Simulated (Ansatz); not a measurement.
CH$_{4}$NOSb: several calculations on one system

### Relaxation

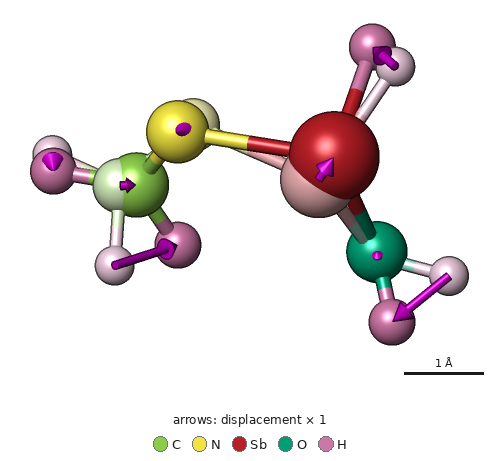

This is a relaxation of CH₄NOSb. The starting structure is drawn faded, the final one solid; purple arrows show the displacements, at their true length. The two geometries are superimposed by the best rigid fit.

A ball-and-stick model, seen at a tilt.

The run prepares an end point of a later path (hydrogen shift) calculation, from a guessed geometry.

Computed with Ansatz 0.2.0, RKS B3LYP-D4/def2-SVPD.

Input file:
```yaml
crystal:
  periodic: [false, false, false]
  atoms:
    - { symbol: C, position_ang: [-0.8448, 1.3804, 0.5076] }
    - { symbol: "N", position_ang: [0.1703, 1.0878, -0.1312] }
    - { symbol: Sb, position_ang: [1.1695, -0.6505, 0.3429] }
    - { symbol: O, position_ang: [-0.1376, -1.7904, -0.5297] }
    - { symbol: H, position_ang: [-1.4112, 2.3304, 0.2078] }
    - { symbol: H, position_ang: [-1.2843, 0.8199, 1.2939] }
    - { symbol: H, position_ang: [2.1771, -0.562, -1.1199] }
    - { symbol: H, position_ang: [0.2532, -2.6727, -0.6271] }
basis:
  gaussian: { orbitals: def2-SVPD }
hamiltonian:
  xc: b3lyp
  dispersion: d4
relax:
  f_tol: 0.02
  max_steps: 50
output:
  orbitals: {}
```

Launched with:
```bash
ansatz run input.yaml --threads 2 --pin off --max-ram 3072MiB --backend cpu --events-out ev --progress --plain --runs-dir out
```

Question: Atoms of which element are displaced furthest, and by how much?

Answer: Hydrogen: up to 1.24 Å, against 0.69 Å for nitrogen.

Question: Describe the change and its energy.

Answer: H6 moves most after the best rigid fit: 1.24 Å. By element the largest moves are H 1.24 Å, N 0.69 Å, Sb 0.37 Å, C 0.21 Å, O 0.10 Å. Near-neighbour distances that change, for instance: Sb3–O4 1.941 → 2.031 Å, Sb3–H7 1.778 → 1.724 Å, C1–H6 1.061 → 1.106 Å, C1–H5 1.146 → 1.104 Å. Among the angles between lasting bonds that change: N2–Sb3–O4 93.8° → 98.4°, Sb3–O4–H8 107.9° → 112.1°, N2–C1–H6 126.8° → 124.7°. Groups turn about Sb3–O4 by about 80°, N2–Sb3 by about 65°. The energy falls by 45.9 kJ/mol in 13 accepted moves (15 points after the start). Largest force component: 2.4 eV/Å at the start, 0.018 eV/Å at the end. The line search rejected the trial steps at points 11, 14 of the run. Cost: 46 s on 2 threads of Intel(R) Xeon(R) Gold 6455B (Sapphire Rapids), on a shared host, peak memory 0.36 GiB.

### Relaxation

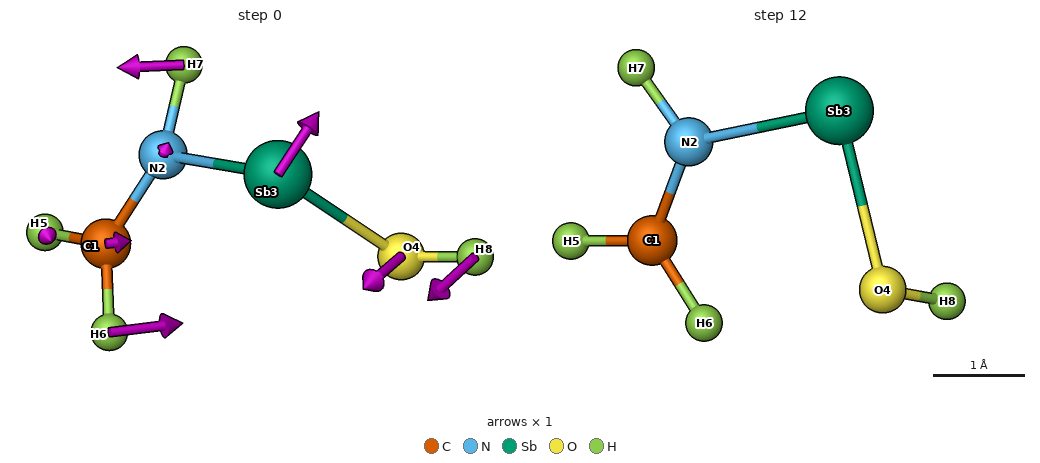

The structure of CH₄NOSb before (left) and after (right) a relaxation, at one scale. The purple arrows give the displacements, at their true length.

The picture is a ball-and-stick view, seen at a tilt.

The run prepares an end point of a later path (hydrogen shift) calculation, from a guessed geometry.

Computed with RKS B3LYP-D4/def2-SVPD in Ansatz.

Input
```yaml
crystal:
  periodic: [false, false, false]
  atoms:
    - { symbol: C, position_ang: [-0.8448, 1.3804, 0.5076] }
    - { symbol: "N", position_ang: [0.1703, 1.0878, -0.1312] }
    - { symbol: Sb, position_ang: [1.1695, -0.6505, 0.3429] }
    - { symbol: O, position_ang: [-0.1376, -1.7904, -0.5297] }
    - { symbol: H, position_ang: [-1.4112, 2.3304, 0.2078] }
    - { symbol: H, position_ang: [-1.2843, 0.8199, 1.2939] }
    - { symbol: H, position_ang: [0.77897, 1.35004, -0.93266] }
    - { symbol: H, position_ang: [0.2532, -2.6727, -0.6271] }
basis:
  gaussian: { orbitals: def2-SVPD }
hamiltonian:
  xc: b3lyp
  dispersion: d4
relax:
  f_tol: 0.02
  max_steps: 50
output:
  orbitals: {}
```

Command:
```bash
ansatz run input.yaml --threads 2 --pin off --max-ram 3072MiB --backend cpu --events-out ev --progress --plain --runs-dir out
```

Question: Describe what moved and what it gained.

Answer: The largest move after the best rigid fit is that of H6, 0.90 Å. By element the largest moves are H 0.90 Å, O 0.88 Å, Sb 0.87 Å, C 0.31 Å, N 0.18 Å. Among the contacts that change: Sb3–O4 1.941 → 2.044 Å, N2–Sb3 2.060 → 2.146 Å, C1–N2 1.235 → 1.300 Å, C1–H5 1.146 → 1.091 Å. Among the angles between lasting bonds that change: C1–N2–H7 145.1° → 115.2°, Sb3–N2–H7 96.1° → 114.4°, C1–N2–Sb3 118.7° → 130.3°. Groups turn about N2–Sb3 by about 80°, Sb3–O4 by about 65°. Over 11 accepted moves (12 points after the start) the energy falls by 1.904 eV. The largest force component goes from 4.6 to 0.012 eV/Å. The line search rejected the trial step at point 8 of the run. The run took 37 s on 2 threads of Intel(R) Xeon(R) Gold 6455B (Sapphire Rapids), with other jobs on the host, peak memory 0.36 GiB.

### Path

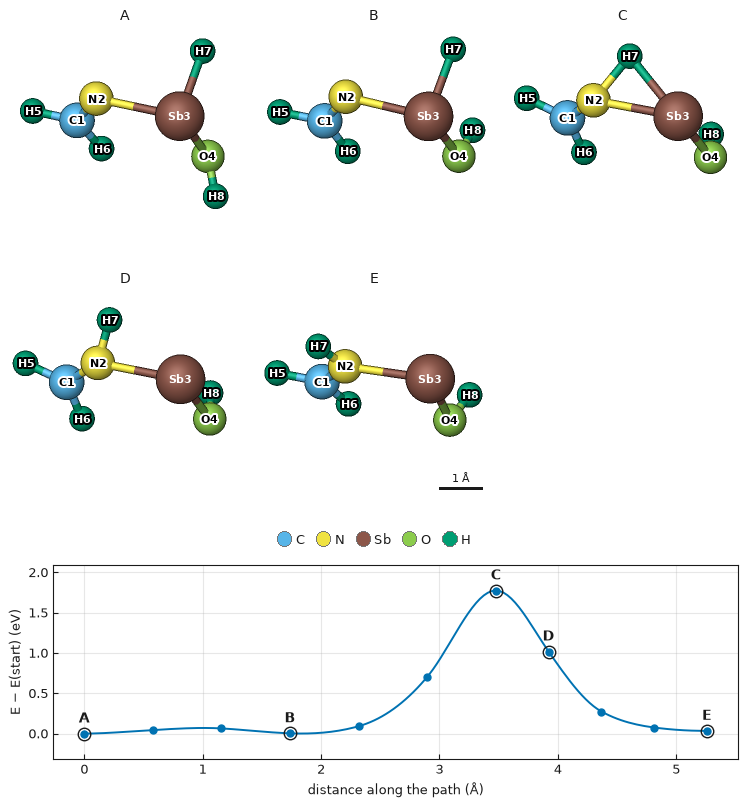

A search for the minimum-energy path of CH₄NOSb by the nudged elastic band. Images are numbered from 0 (start) to 10 (end). Frames A to E are images 0, 3, 6, 7, 10. The picture is a ball-and-stick view, seen at a tilt.

Computed with RKS B3LYP-D4/def2-SVPD in Ansatz. Run with 9 movable images; climbing image; force threshold 0.03 eV/Å; iteration limit 53; starting path through a guess of the saddle point.

Question: Read off the barrier and say what moves.

Answer: The path has more than one stage, and so few images may leave a stage unresolved. Breaking: Sb3–H7 (1.72 → 1.91 at the top → 2.73 Å). Forming: N2–H7 (2.73 → 1.34 at the top → 1.02 Å). The highest point, image 6, lies 1.77 eV above the start and 1.74 eV above the end; the end is at +0.03 eV relative to the start. The profile has 2 maxima (images 2, 6) with a dip at image 3 (0.00 eV), so the process runs in steps. The band converged in 23 iterations. The largest component of the band force went from 19 to 0.028 eV/Å. The climbing image converged on the top of the path. Its vibrational analysis gives one imaginary mode (1458i cm⁻¹), as a transition state must have.
